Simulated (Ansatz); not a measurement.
# Titanium, dhcp under BLYP: ground state and equation of state, part 2 of 2

What does BLYP give for titanium in the dhcp structure? We relax it, solve it on a dense k-mesh, then scale the cell to 7 volumes from 88 to 112 % of the relaxed one and try a fit of the equation of state. Spin polarisation is left out. The k-meshes are 12×12×4 for the relaxation; 16×16×5 for the dense run; 14×14×4 for the volumes.

Ansatz 0.2.0; DFT, BLYP, plane waves (420 eV) with PAW, scalar-relativistic. The steps go on from the part before.

## Step 3: The energy on a finer k-mesh

input.yaml

```yaml
crystal:
  lattice:
    - [2.9563457804, 0.0, 0.0]
    - [-1.4781728902, 2.5602705482, 0.0]
    - [0.0, 0.0, 9.4592196076]
  atoms:
    - { symbol: Ti, position: [1.0, 0.0, 0.0] }
    - { symbol: Ti, position: [1.0, 1.0, 0.5] }
    - { symbol: Ti, position: [0.3333333333, 0.6666666667, 0.25] }
    - { symbol: Ti, position: [0.6666666667, 0.3333333333, 0.75] }
hamiltonian:
  xc: blyp
  pseudopotentials:
    kind: paw
    azcp:
      Ti: "pseudopotentials/Ti.paw.azcp"
basis:
  ecutwfc: 420
  fft_grid_basis: typed
kpoints:
  mp_grid: { grid: [16, 16, 5], shift: [0, 0, 0] }
magnetization:
  spin_polarized: false
scf:
  occupations: { method: fermi_dirac, width: 0.1 }
output:
  write_density: true
  write_potential: true
  elf: true
  volumetric_format: npy
```

Standard output, cut to the lines that bear on the results:

```text
Warning: RAYON_NUM_THREADS=2 ignored (pool sized by the plan → 2); use --threads N
[...]
Pseudopotentials: kind: paw
Pseudopotential: Ti, paw, valence charge 12, recommended cutoff 420 eV (normal), <dir>
Functional definition: BLYP
[...]
Crystal: 4 atoms, lattice volume = 71.597 Å³
Basis set: ecut = 420 eV, 1375 PW (Γ), exchange–correlation on 40×40×128 points (8 copies of the dense FFT grid, shifted against one another)
Bands: 29, of which v1, the nominal top of the filled ones, is band 24 counted from 1 (23 counted from 0)
Symmetry: 24 space group operations
Space group: P63/mmc (ITA 194), of the structure as read, at distance tolerance 4.2e-5 Å
k-points: 90 of 1280
[...]
SCF iter   1: F=—  HF=-10023.544277 eV  |F-HF|=—  |Δ(HF+E_count)|=         —  Δρ=1.30e-2  dr2=1.60e-1  ethr=1.77e-3  ⟨swp⟩=4.4  Hψ=9940  notcnv=0
[...]
SCF iter   7: F=-10023.511864 eV  HF=-10023.511864 eV  |F-HF|=5.29e-9  |Δ(HF+E_count)|=   9.16e-8  Δρ=5.98e-6  dr2=2.86e-8  ethr=2.08e-10  ⟨swp⟩=3.9  Hψ=6547  notcnv=0
[...]
SCF converged after 7 iterations
Free energy (F): -10023.511864 eV
[...]
E sigma→0 (E₀):  -10023.399413 eV
Entropy (-TS):   -0.224903 eV (-56.226 meV/atom)
Fermi energy:    13.274455 eV
[...]
--- Band table (eV; the first three rows and the last of 90) ---
[...]
```

Run time: 9.5 s. Hardware: 2 threads of AMD EPYC 7R43 (Zen 3), shared host; peak memory 0.47 GiB.

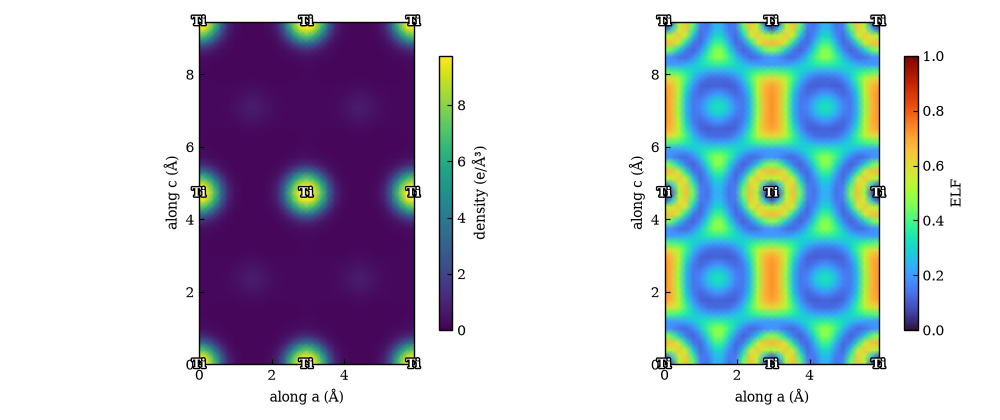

Density (left) and ELF (right) in a lattice plane of the grid's cell (edges 2.96 and 9.46 Å, at 0.000 of the third edge), which holds Ti. Only atoms in the plane are labelled. Both are smooth fields of the valence electrons: close to the nuclei they are not physical.

Outside the cores ELF peaks at 0.74 between the atoms, 2.1 Å from Ti.

## Step 4: Equation of state: 88 %

Changes to input.yaml since step 3:

```diff
@@ -2,5 +2,5 @@
   lattice:
-    - [2.9563457804, 0.0, 0.0]
-    - [-1.4781728902, 2.5602705482, 0.0]
-    - [0.0, 0.0, 9.4592196076]
+    - [2.8330187753, 0.0, 0.0]
+    - [-1.4165093876, 2.4534662289, 0.0]
+    - [0.0, 0.0, 9.0646185321]
   atoms:
@@ -20,3 +20,3 @@
 kpoints:
-  mp_grid: { grid: [16, 16, 5], shift: [0, 0, 0] }
+  mp_grid: { grid: [14, 14, 4], shift: [0, 0, 0] }
 magnetization:
@@ -25,3 +25,5 @@
   occupations: { method: fermi_dirac, width: 0.1 }
+  lower_state_search: "off"
 output:
+  stress: true
   write_density: true
```

Standard output, cut to the lines that bear on the results:

```text
Warning: RAYON_NUM_THREADS=2 ignored (pool sized by the plan → 2); use --threads N
[...]
[... 3 set-up lines as earlier in the session ...]
[...]
Crystal: 4 atoms, lattice volume = 63.006 Å³
Basis set: ecut = 420 eV, 1255 PW (Γ), exchange–correlation on 40×40×128 points (8 copies of the dense FFT grid, shifted against one another)
Bands: 29, of which v1, the nominal top of the filled ones, is band 24 counted from 1 (23 counted from 0)
[... 1 set-up line as earlier in the session ...]
Space group: P63/mmc (ITA 194), of the structure as read, at distance tolerance 4.0e-5 Å
k-points: 72 of 784
[...]
SCF iter   1: F=—  HF=-10023.142063 eV  |F-HF|=—  |Δ(HF+E_count)|=         —  Δρ=1.35e-2  dr2=1.30e-1  ethr=1.77e-3  ⟨swp⟩=4.3  Hψ=7943  notcnv=0
[...]
SCF iter   7: F=-10023.109093 eV  HF=-10023.109093 eV  |F-HF|=1.54e-9  |Δ(HF+E_count)|=   3.48e-8  Δρ=4.26e-6  dr2=1.13e-8  ethr=2.08e-10  ⟨swp⟩=7.5  Hψ=11509  notcnv=0
the search or the solves at the SCF's close seem to have found levels that the self-consistency loop had missed (the run counts 1). By its estimate they hold 2.50e-7 electrons. The energies and the density leave them out; if the run goes on with those levels, later outputs use occupations [...]
SCF converged after 7 iterations
Free energy (F): -10023.109093 eV
[...]
E sigma→0 (E₀):  -10023.006336 eV
Entropy (-TS):   -0.205516 eV (-51.379 meV/atom)
Fermi energy:    15.363282 eV
[...]
--- Stress (GPa, compression-positive) ---
       16.368772       0.000000       0.000000
        0.000000      16.368772      -0.000000
        0.000000      -0.000000      16.805231
  P = ⅓ Tr σ = 16.5143 GPa (165.143 kbar)
--- Band table (eV; the first three rows and the last of 72) ---
[...]
```

It took 8 s on 2 threads of AMD EPYC 7R43 (Zen 3), shared host; peak memory 0.43 GiB.

## Step 5: Equation of state: 92 %

Changes to input.yaml since step 4:

```diff
@@ -2,5 +2,5 @@
   lattice:
-    - [2.8330187753, 0.0, 0.0]
-    - [-1.4165093876, 2.4534662289, 0.0]
-    - [0.0, 0.0, 9.0646185321]
+    - [2.8753088725, 0.0, 0.0]
+    - [-1.4376544362, 2.4900905273, 0.0]
+    - [0.0, 0.0, 9.1999312951]
   atoms:
@@ -28,5 +28 @@
   stress: true
-  write_density: true
-  write_potential: true
-  elf: true
-  volumetric_format: npy
```

Standard output, cut to the lines that bear on the results:

```text
Warning: RAYON_NUM_THREADS=2 ignored (pool sized by the plan → 2); use --threads N
[...]
[... 3 set-up lines as earlier in the session ...]
[...]
Crystal: 4 atoms, lattice volume = 65.869 Å³
Basis set: ecut = 420 eV, 1267 PW (Γ), exchange–correlation on 40×40×128 points (8 copies of the dense FFT grid, shifted against one another)
Bands: 29, of which v1, the nominal top of the filled ones, is band 24 counted from 1 (23 counted from 0)
[... 2 set-up lines as earlier in the session ...]
k-points: 72 of 784
[...]
SCF iter   1: F=—  HF=-10023.377220 eV  |F-HF|=—  |Δ(HF+E_count)|=         —  Δρ=1.34e-2  dr2=1.41e-1  ethr=1.77e-3  ⟨swp⟩=4.3  Hψ=7956  notcnv=0
[...]
SCF iter   7: F=-10023.344056 eV  HF=-10023.344056 eV  |F-HF|=3.25e-9  |Δ(HF+E_count)|=   4.76e-8  Δρ=4.90e-6  dr2=1.66e-8  ethr=2.08e-10  ⟨swp⟩=4.0  Hψ=6451  notcnv=0
[...]
SCF converged after 7 iterations
Free energy (F): -10023.344056 eV
[...]
E sigma→0 (E₀):  -10023.238218 eV
Entropy (-TS):   -0.211676 eV (-52.919 meV/atom)
Fermi energy:    14.609132 eV
[...]
--- Stress (GPa, compression-positive) ---
        9.910796      -0.000000       0.000000
       -0.000000       9.910796      -0.000000
        0.000000      -0.000000      10.107979
  P = ⅓ Tr σ = 9.9765 GPa (99.765 kbar)
```

Run time: 6.6 s. Hardware: 2 threads of AMD EPYC 7R43 (Zen 3), shared host; peak memory 0.44 GiB.

## Step 6: Equation of state: 96 %

Changes to input.yaml since step 5:

```diff
@@ -2,5 +2,5 @@
   lattice:
-    - [2.8753088725, 0.0, 0.0]
-    - [-1.4376544362, 2.4900905273, 0.0]
-    - [0.0, 0.0, 9.1999312951]
+    - [2.9163902638, 0.0, 0.0]
+    - [-1.4581951319, 2.5256680558, 0.0]
+    - [0.0, 0.0, 9.331376644]
   atoms:
```

Standard output, cut to the lines that bear on the results:

```text
Warning: RAYON_NUM_THREADS=2 ignored (pool sized by the plan → 2); use --threads N
[...]
[... 3 set-up lines as earlier in the session ...]
[...]
Crystal: 4 atoms, lattice volume = 68.733 Å³
Basis set: ecut = 420 eV, 1339 PW (Γ), exchange–correlation on 40×40×128 points (8 copies of the dense FFT grid, shifted against one another)
Bands: 29, of which v1, the nominal top of the filled ones, is band 24 counted from 1 (23 counted from 0)
[... 2 set-up lines as earlier in the session ...]
k-points: 72 of 784
[...]
SCF iter   1: F=—  HF=-10023.505310 eV  |F-HF|=—  |Δ(HF+E_count)|=         —  Δρ=1.33e-2  dr2=1.54e-1  ethr=1.77e-3  ⟨swp⟩=4.4  Hψ=8001  notcnv=0
[...]
SCF iter   7: F=-10023.472277 eV  HF=-10023.472277 eV  |F-HF|=3.76e-9  |Δ(HF+E_count)|=   6.30e-8  Δρ=5.28e-6  dr2=2.10e-8  ethr=2.08e-10  ⟨swp⟩=4.0  Hψ=6545  notcnv=0
[...]
SCF converged after 7 iterations
Free energy (F): -10023.472277 eV
[...]
E sigma→0 (E₀):  -10023.363163 eV
Entropy (-TS):   -0.218228 eV (-54.557 meV/atom)
Fermi energy:    13.914836 eV
[...]
--- Stress (GPa, compression-positive) ---
        4.520942       0.000000       0.000000
        0.000000       4.520942       0.000000
        0.000000       0.000000       4.572450
  P = ⅓ Tr σ = 4.5381 GPa (45.381 kbar)
```

Wall time 6.7 s (2 threads of AMD EPYC 7R43 (Zen 3), shared host); peak memory 0.44 GiB.

## Step 7: Equation of state: 100 %

Changes to input.yaml since step 6:

```diff
@@ -2,5 +2,5 @@
   lattice:
-    - [2.9163902638, 0.0, 0.0]
-    - [-1.4581951319, 2.5256680558, 0.0]
-    - [0.0, 0.0, 9.331376644]
+    - [2.9563457804, 0.0, 0.0]
+    - [-1.4781728902, 2.5602705482, 0.0]
+    - [0.0, 0.0, 9.4592196076]
   atoms:
```

Standard output, cut to the lines that bear on the results:

```text
Warning: RAYON_NUM_THREADS=2 ignored (pool sized by the plan → 2); use --threads N
[...]
[... 3 set-up lines as earlier in the session ...]
[...]
Crystal: 4 atoms, lattice volume = 71.597 Å³
Basis set: ecut = 420 eV, 1375 PW (Γ), exchange–correlation on 40×40×128 points (8 copies of the dense FFT grid, shifted against one another)
Bands: 29, of which v1, the nominal top of the filled ones, is band 24 counted from 1 (23 counted from 0)
[... 2 set-up lines as earlier in the session ...]
k-points: 72 of 784
[...]
SCF iter   1: F=—  HF=-10023.544107 eV  |F-HF|=—  |Δ(HF+E_count)|=         —  Δρ=1.30e-2  dr2=1.61e-1  ethr=1.77e-3  ⟨swp⟩=4.4  Hψ=7984  notcnv=0
[...]
SCF iter   7: F=-10023.511729 eV  HF=-10023.511729 eV  |F-HF|=5.42e-9  |Δ(HF+E_count)|=   9.17e-8  Δρ=5.97e-6  dr2=2.86e-8  ethr=2.08e-10  ⟨swp⟩=4.0  Hψ=6573  notcnv=0
[...]
SCF converged after 7 iterations
Free energy (F): -10023.511729 eV
[...]
E sigma→0 (E₀):  -10023.399104 eV
Entropy (-TS):   -0.225252 eV (-56.313 meV/atom)
Fermi energy:    13.273621 eV
[...]
--- Stress (GPa, compression-positive) ---
        0.028141       0.000000       0.000000
        0.000000       0.028141       0.000000
        0.000000       0.000000      -0.004702
  P = ⅓ Tr σ = 0.0172 GPa (0.172 kbar)
```

Run time: 7.2 s. Hardware: 2 threads of AMD EPYC 7R43 (Zen 3), shared host; peak memory 0.45 GiB.

## Step 8: Equation of state: 104 %

Changes to input.yaml since step 7:

```diff
@@ -2,5 +2,5 @@
   lattice:
-    - [2.9563457804, 0.0, 0.0]
-    - [-1.4781728902, 2.5602705482, 0.0]
-    - [0.0, 0.0, 9.4592196076]
+    - [2.9952495284, 0.0, 0.0]
+    - [-1.4976247642, 2.5939621823, 0.0]
+    - [0.0, 0.0, 9.5836972983]
   atoms:
```

Standard output, cut to the lines that bear on the results:

```text
Warning: RAYON_NUM_THREADS=2 ignored (pool sized by the plan → 2); use --threads N
[...]
[... 3 set-up lines as earlier in the session ...]
[...]
Crystal: 4 atoms, lattice volume = 74.461 Å³
Basis set: ecut = 420 eV, 1401 PW (Γ), exchange–correlation on 48×48×144 points (8 copies of the dense FFT grid, shifted against one another)
Bands: 29, of which v1, the nominal top of the filled ones, is band 24 counted from 1 (23 counted from 0)
[... 2 set-up lines as earlier in the session ...]
k-points: 72 of 784
[...]
SCF iter   1: F=—  HF=-10023.508771 eV  |F-HF|=—  |Δ(HF+E_count)|=         —  Δρ=1.27e-2  dr2=1.58e-1  ethr=1.77e-3  ⟨swp⟩=4.4  Hψ=7973  notcnv=0
[...]
SCF iter   7: F=-10023.477435 eV  HF=-10023.477435 eV  |F-HF|=5.57e-9  |Δ(HF+E_count)|=   1.29e-7  Δρ=6.52e-6  dr2=3.53e-8  ethr=2.08e-10  ⟨swp⟩=4.0  Hψ=6639  notcnv=0
[...]
SCF converged after 7 iterations
Free energy (F): -10023.477435 eV
[...]
E sigma→0 (E₀):  -10023.361027 eV
Entropy (-TS):   -0.232816 eV (-58.204 meV/atom)
Fermi energy:    12.679661 eV
[...]
--- Stress (GPa, compression-positive) ---
       -3.709345       0.000000       0.000000
        0.000000      -3.709345      -0.000000
        0.000000      -0.000000      -3.788227
  P = ⅓ Tr σ = -3.7356 GPa (-37.356 kbar)
```

It took 7.3 s on 2 threads of AMD EPYC 7R43 (Zen 3), shared host; peak memory 0.47 GiB.

## Step 9: Equation of state: 108 %

Changes to input.yaml since step 8:

```diff
@@ -2,5 +2,5 @@
   lattice:
-    - [2.9952495284, 0.0, 0.0]
-    - [-1.4976247642, 2.5939621823, 0.0]
-    - [0.0, 0.0, 9.5836972983]
+    - [3.0331681048, 0.0, 0.0]
+    - [-1.5165840524, 2.6268006327, 0.0]
+    - [0.0, 0.0, 9.705022802]
   atoms:
@@ -28 +28,5 @@
   stress: true
+  write_density: true
+  write_potential: true
+  elf: true
+  volumetric_format: npy
```

Standard output, cut to the lines that bear on the results:

```text
Warning: RAYON_NUM_THREADS=2 ignored (pool sized by the plan → 2); use --threads N
[...]
[... 3 set-up lines as earlier in the session ...]
[...]
Crystal: 4 atoms, lattice volume = 77.325 Å³
Basis set: ecut = 420 eV, 1461 PW (Γ), exchange–correlation on 48×48×144 points (8 copies of the dense FFT grid, shifted against one another)
Bands: 29, of which v1, the nominal top of the filled ones, is band 24 counted from 1 (23 counted from 0)
[... 1 set-up line as earlier in the session ...]
Space group: P63/mmc (ITA 194), of the structure as read, at distance tolerance 4.3e-5 Å
k-points: 72 of 784
[...]
SCF iter   1: F=—  HF=-10023.411366 eV  |F-HF|=—  |Δ(HF+E_count)|=         —  Δρ=1.21e-2  dr2=1.46e-1  ethr=1.77e-3  ⟨swp⟩=4.4  Hψ=8017  notcnv=0
[...]
SCF iter   7: F=-10023.381998 eV  HF=-10023.381998 eV  |F-HF|=3.89e-9  |Δ(HF+E_count)|=   1.77e-7  Δρ=6.87e-6  dr2=3.97e-8  ethr=2.08e-10  ⟨swp⟩=8.1  Hψ=12731  notcnv=0
[...]
SCF converged after 7 iterations
Free energy (F): -10023.381998 eV
[...]
E sigma→0 (E₀):  -10023.261520 eV
Entropy (-TS):   -0.240955 eV (-60.239 meV/atom)
Fermi energy:    12.127907 eV
[...]
--- Stress (GPa, compression-positive) ---
       -6.809402       0.000000       0.000000
        0.000000      -6.809402      -0.000000
        0.000000      -0.000000      -6.911939
  P = ⅓ Tr σ = -6.8436 GPa (-68.436 kbar)
--- Band table (eV; the first three rows and the last of 72) ---
[...]
```

Wall time 11 s (2 threads of AMD EPYC 7R43 (Zen 3), shared host); peak memory 0.47 GiB.

## Step 10: Equation of state: 112 %

Changes to input.yaml since step 9:

```diff
@@ -2,5 +2,5 @@
   lattice:
-    - [3.0331681048, 0.0, 0.0]
-    - [-1.5165840524, 2.6268006327, 0.0]
-    - [0.0, 0.0, 9.705022802]
+    - [3.0701616056, 0.0, 0.0]
+    - [-1.5350808028, 2.6588379442, 0.0]
+    - [0.0, 0.0, 9.8233884041]
   atoms:
@@ -28,5 +28 @@
   stress: true
-  write_density: true
-  write_potential: true
-  elf: true
-  volumetric_format: npy
```

Standard output, cut to the lines that bear on the results:

```text
Warning: RAYON_NUM_THREADS=2 ignored (pool sized by the plan → 2); use --threads N
[...]
[... 3 set-up lines as earlier in the session ...]
[...]
Crystal: 4 atoms, lattice volume = 80.189 Å³
Basis set: ecut = 420 eV, 1581 PW (Γ), exchange–correlation on 48×48×144 points (8 copies of the dense FFT grid, shifted against one another)
Bands: 29, of which v1, the nominal top of the filled ones, is band 24 counted from 1 (23 counted from 0)
[... 2 set-up lines as earlier in the session ...]
k-points: 72 of 784
[...]
SCF iter   1: F=—  HF=-10023.262803 eV  |F-HF|=—  |Δ(HF+E_count)|=         —  Δρ=1.16e-2  dr2=1.35e-1  ethr=1.77e-3  ⟨swp⟩=4.0  Hψ=15849  notcnv=0
[...]
SCF iter   7: F=-10023.235998 eV  HF=-10023.235998 eV  |F-HF|=5.29e-9  |Δ(HF+E_count)|=   1.51e-7  Δρ=5.20e-6  dr2=2.15e-8  ethr=2.08e-10  ⟨swp⟩=4.0  Hψ=6962  notcnv=0
[...]
SCF converged after 7 iterations
Free energy (F): -10023.235998 eV
[...]
E sigma→0 (E₀):  -10023.111134 eV
Entropy (-TS):   -0.249729 eV (-62.432 meV/atom)
Fermi energy:    11.613995 eV
[...]
--- Stress (GPa, compression-positive) ---
       -9.371158       0.000000       0.000000
       -0.000000      -9.371158       0.000000
        0.000000       0.000000      -9.485690
  P = ⅓ Tr σ = -9.4093 GPa (-94.093 kbar)
```

Wall time 9.2 s (2 threads of AMD EPYC 7R43 (Zen 3), shared host); peak memory 0.5 GiB.

## Step 11: The equation of state

The cell was scaled evenly, with its shape and the fractional positions fixed.

| V (Å³/atom) | E − E₀ (meV/atom) | P from the stress (GPa) | P from the fit (GPa) |
| --- | --- | --- | --- |
| 15.751 | 98.2 | 16.51 | 16.38 |
| 16.467 | 40.2 | 9.98 | 9.79 |
| 17.183 | 9.0 | 4.54 | 4.34 |
| 17.899 | 0.0 | 0.02 | -0.19 |
| 18.615 | 9.5 | -3.74 | -3.95 |
| 19.331 | 34.4 | -6.84 | -7.08 |
| 20.047 | 72.0 | -9.41 | -9.69 |

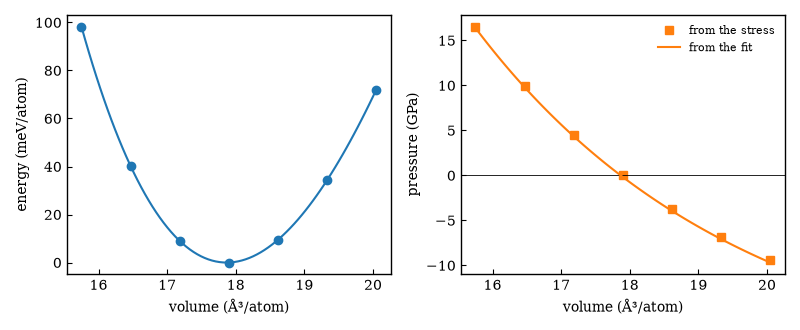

Energy and pressure against volume; the lines are the Birch-Murnaghan fit.

Fit (Birch-Murnaghan, third order): V₀ = 17.867 Å³/atom, B₀ = 104 GPa, B₀′ = 3.6, largest residual 0.03 meV/atom.

The fit is made to E(σ → 0), while the stress belongs to the free energy F; that is one source of the offset between the two pressures.

## Step 12: Outcome

This closing draws on all 2 parts.

| quantity | value |
| --- | --- |
| space group (spins left aside) | P6_3/mmc (No. 194) |
| conventional cell | a = 2.956 Å, c = 9.459 Å (c/a = 3.200) |
| volume | 17.899 Å³/atom |
| shortest distance | 2.916 Å |
| gap on the mesh | none (levels filled in part) |
| relative to hcp | +45 meV/atom |
| highest ELF outside the cores | 0.74, 2.08 Å from the nearest atom |
| V₀, B₀, B₀′ | 17.867 Å³/atom, 104 GPa, 3.6 |

From the guessed start the volume grew by 1.4 % in 5 steps. Against the reference form of titanium (hcp, computed apart with the same settings) it stands 45 meV/atom higher. No gap shows: it is a metal or semimetal at this level. The fitted modulus is 104 GPa; letting shape and positions relax at each volume could only lower it. The symmetry was held, so the structure may be unstable against distortions that break it.
